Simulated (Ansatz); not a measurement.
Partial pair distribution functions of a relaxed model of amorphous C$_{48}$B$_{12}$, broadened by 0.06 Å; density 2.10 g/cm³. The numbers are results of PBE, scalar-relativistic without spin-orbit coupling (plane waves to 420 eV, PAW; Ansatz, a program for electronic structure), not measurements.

A CHGNet melt-quench gave the starting glass, which DFT then relaxed. The hot cell started wider than the set density and was brought back towards it in steps. It is the lowest in DFT energy of 2 quenches. It is a model cell: composition and starting density were chosen by hand, and all elements were melted together. No dispersion term was used. Its density started from a set value of 2.10 and ended at 2.10 g/cm³. The simulated quench (nominally 990 K/ps over its main leg) is rapid and tends to freeze in more defects than a deposited or slowly cooled glass has. A cell of this size samples the disorder only roughly. The volume was held where the preparation left it, at a PBE pressure of 2.3 GPa. Stress components on the final sampling reach 3.8 GPa. On a 2×2×2 Γ-centred mesh force components of up to 0.34 eV/Å stay, since the relaxation ran on one k-point at (1/4, 1/4, 1/4).

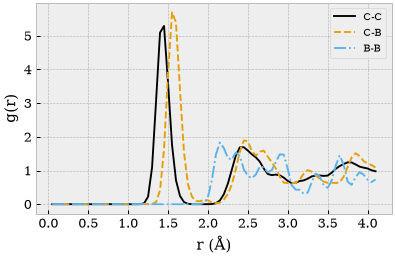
*Partial pair distribution functions*

Highest peaks under 4.5 Å: C-C near 1.45 Å, C-B near 1.55 Å, B-B near 2.15 Å; pairs of few atoms are noisy.

Within 1.74 Å each C has 2.38 C neighbours on average.
